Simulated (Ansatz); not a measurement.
**revPBE/def2-SVP run of C3H4F2 (cis-1,2-difluorocyclopropane)**

Aim: the energy change on altering one bond length of C3H4F2 (cis-1,2-difluorocyclopropane) at revPBE/def2-SVP, from 2 runs. 

The results are computed with Ansatz 0.2.0.

50 further runs of the same task are left out: 50 set aside as unsound or not needed. Runs told in other sessions of the task aren't counted.

### Step 1. The system as given

C3H4F2: 9 atoms, total charge 0, spin state singlet. SMILES: `FC1CC1F`. The coordinates come from a PBE0-D4/def2-TZVP relaxation.

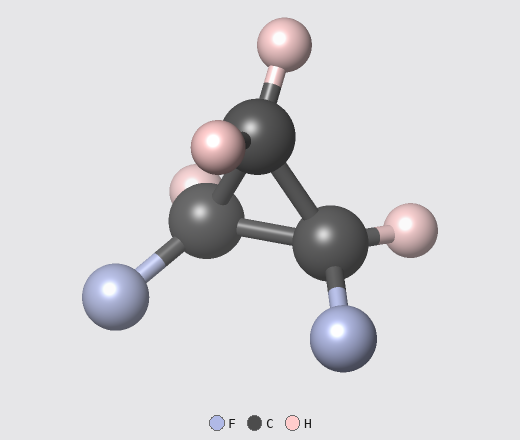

The structure, seen from a chosen angle (fluorine light blue, carbon dark grey, hydrogen pink).

### Step 2. The energy at revPBE/def2-SVP

File input.yaml:

```yaml
crystal:
  periodic: [false, false, false]
  atoms:
    - symbol: F
      position_ang: [-0.169600, 1.608000, -1.012600]
    - symbol: C
      position_ang: [0.216800, 0.825500, 0.025400]
    - symbol: C
      position_ang: [0.580500, -0.591100, -0.284000]
    - symbol: C
      position_ang: [-0.696000, -0.279700, 0.428900]
    - symbol: F
      position_ang: [-1.848900, -0.425100, -0.270300]
    - symbol: H
      position_ang: [0.755400, 1.385300, 0.781900]
    - symbol: H
      position_ang: [1.394400, -1.070200, 0.245000]
    - symbol: H
      position_ang: [0.461700, -0.872500, -1.323800]
    - symbol: H
      position_ang: [-0.820200, -0.522400, 1.478400]
basis:
  gaussian:
    orbitals: def2-SVP
hamiltonian:
  xc: {name: revPBE}
accuracy: high
output:
  orbitals: {seedname: orbitals}
```

Run with:

```sh
$ ansatz run input.yaml --threads 1 --pin off --max-ram 2610MiB --events-out events.jsonl --progress --plain --runs-dir runs
```

The log of the run:

```text
Warning: RAYON_NUM_THREADS=1 ignored (pool sized by the plan → 1); use --threads N
Functional definition: revPBE
  name "revPBE"
  parameter kappa = 1.245
  parameter beta = 0.06672455060314922
  exchange = pbe_x(kappa = kappa, mu = beta*pi^2/3)
  correlation = pbe_c(beta = beta)
2132 factors; integrals over basis functions are off by at most 3.5e-9 eV
mean field evaluation 1: about -8593.8026 eV, gradient 4.7e1 eV
mean field evaluation 2: about -8589.8083 eV, gradient 6.0e1 eV
mean field evaluation 4: about -8599.1472 eV, gradient 4.0e0 eV
mean field evaluation 8: about -8599.1624 eV, gradient 2.9e-1 eV
mean field evaluation 16: about -8599.1626 eV, gradient 1.8e-5 eV
mean field -8599.16258489 eV, -316.0133962728 hartree, gradient 4.1e-8 eV, S^2 0.000000; 0 other end points of the search recorded, 0 dependent functions left out
reference -8599.16258816 eV, -316.0133963933 hartree; 20, 20 occupied and 70, 70 virtual orbitals, 2132 factors
Total energy: -8599.16258816 eV, -316.0133963933 hartree
```

Wall time 5.4 s (1 thread of Arm Neoverse V2, shared host); peak memory 0.23 GiB.

### Step 3. The distorted shape at the same level

File molecule.yaml:

```yaml
basis:
  gaussian: {orbitals: def2-SVP}
crystal:
  periodic: [false, false, false]
  atoms:
    - {symbol: F, position_ang: [-0.074563, 1.833114, -0.180784]}
    - {symbol: C, position_ang: [0.311837, 1.050614, 0.857216]}
    - {symbol: C, position_ang: [0.675537, -0.365986, 0.547816]}
    - {symbol: C, position_ang: [-0.600963, -0.054586, 1.260716]}
    - {symbol: F, position_ang: [-1.753863, -0.199986, 0.561516]}
    - {symbol: H, position_ang: [0.850437, 1.610414, 1.613716]}
    - {symbol: H, position_ang: [1.489437, -0.845086, 1.076816]}
    - {symbol: H, position_ang: [0.461700, -0.872500, -1.323800]}
    - {symbol: H, position_ang: [-0.725163, -0.297286, 2.310216]}
hamiltonian: {xc: {name: revPBE}}
accuracy: high
output: {orbitals: {seedname: orbitals}}
```

Run with:

```sh
$ ansatz run molecule.yaml --threads 1 --pin off --max-ram 2610MiB --events-out events.jsonl --progress --plain --runs-dir runs
```

The log of the run (excerpt; [...] marks lines left out):

```text
Warning: RAYON_NUM_THREADS=1 ignored (pool sized by the plan → 1); use --threads N
[... 6 set-up lines as earlier in the session ...]
2133 factors; integrals over basis functions are off by at most 3.6e-9 eV
mean field evaluation 1: about -8587.7679 eV, gradient 5.2e1 eV
mean field evaluation 2: about -8572.0519 eV, gradient 8.2e1 eV
mean field evaluation 4: about -8595.6899 eV, gradient 9.6e0 eV
mean field evaluation 8: about -8595.8547 eV, gradient 4.5e-1 eV
mean field evaluation 16: about -8595.8557 eV, gradient 1.7e-5 eV
mean field -8595.85574496 eV, -315.8918721469 hartree, gradient 7.0e-8 eV, S^2 0.000000; 0 other end points of the search recorded, 0 dependent functions left out
reference -8595.85574848 eV, -315.8918722765 hartree; 20, 20 occupied and 70, 70 virtual orbitals, 2133 factors
Total energy: -8595.85574848 eV, -315.8918722765 hartree
```

It took 4.8 s on 1 thread of Arm Neoverse V2, shared host; peak memory 0.23 GiB.

### Step 4. What came out

Level: revPBE/def2-SVP.

| quantity | value |
| --- | --- |
| first shape: total energy | -316.01340 Eh |
| first shape: HOMO energy | -6.40 eV |
| first shape: LUMO energy | 0.48 eV |
| first shape: HOMO–LUMO gap | 6.89 eV |
| distorted shape: total energy | -315.89187 Eh |
| distorted shape: HOMO energy | -6.53 eV |
| distorted shape: LUMO energy | -3.32 eV |
| distorted shape: HOMO–LUMO gap | 3.22 eV |
| energy change with the C3–H8 bond stretched from 1.084 to 1.951 Å | 3.307 eV |

What this shows: One bond (distorted shape) is far stretched, which a spin-restricted single reference describes badly; a broken-symmetry solution may lie lower. With the C3–H8 bond stretched from 1.084 to 1.951 Å the energy rises by 3.31 eV (76 kcal/mol). The first shape isn't relaxed at this level, so the change isn't measured from a minimum. A restricted reference can't describe the breaking bond well at this length.
